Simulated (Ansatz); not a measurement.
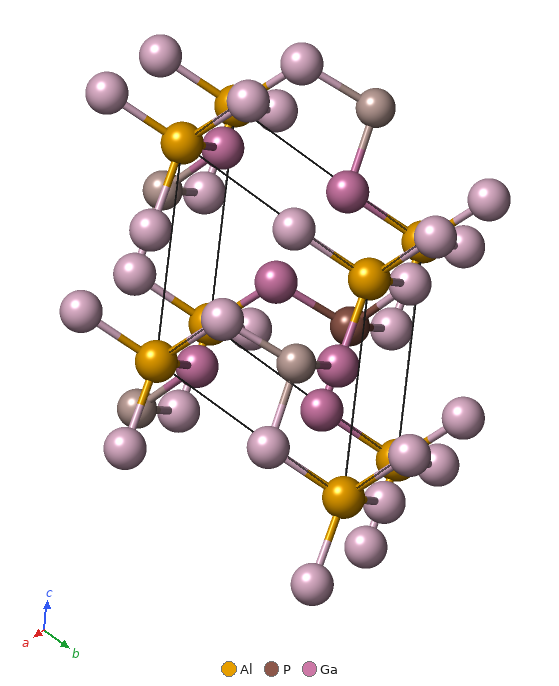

Ball-and-stick representation of a periodic structure, projected slightly off an axis. Lines trace the edges of the simulation cell. Every bond is drawn to its end, so some atoms lie outside the box, in fainter colours.

```yaml
crystal:
  lattice:
    - [-2.94092, 2.94092, 4.00207]
    - [2.94092, -2.94092, 4.00207]
    - [2.94092, 2.94092, -4.00207]
  atoms:
    - { symbol: Al, position: [0.00000, 0.00000, 0.00000] }
    - { symbol: P, position: [0.25000, 0.75000, 0.50000] }
    - { symbol: Ga, position: [0.36800, 0.38990, 0.49790] }
    - { symbol: Ga, position: [0.61010, 0.10800, 0.97810] }
    - { symbol: Ga, position: [0.89200, 0.87010, 0.50210] }
    - { symbol: Ga, position: [0.12990, 0.63200, 0.02190] }
```

The calculation used DFT, PAW plane waves, PBEsol in Ansatz 0.2.0, with wavefunction cutoff 420 eV, k-points on a 6×6×6 grid, Fermi-Dirac smearing of 0.016 eV, no spin polarisation.

Q: How are the electrons shared out in a Bader analysis?

A: Al +1.48 e; Ga -0.16 e; P -0.85 e.

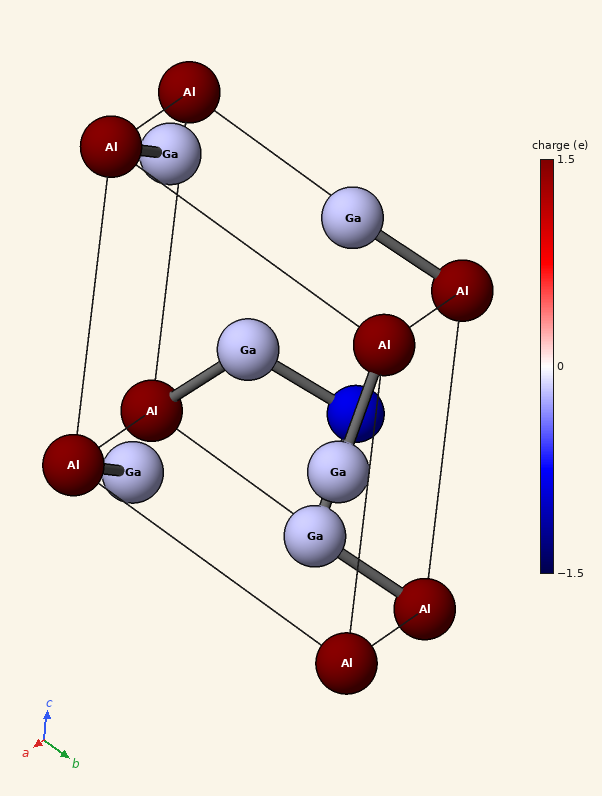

The atoms coloured by those charges.

The picture shows a generated cell, made by putting these elements into a known structure type (the compound may or may not exist in this form); the geometry isn't optimised. It went into a calculation with Ansatz.

At this level of theory the cell isn't at rest (compressed, at 8 GPa and forces up to 2.4 eV/Å), so its distances can differ from those at equilibrium, the more so the softer the solid.
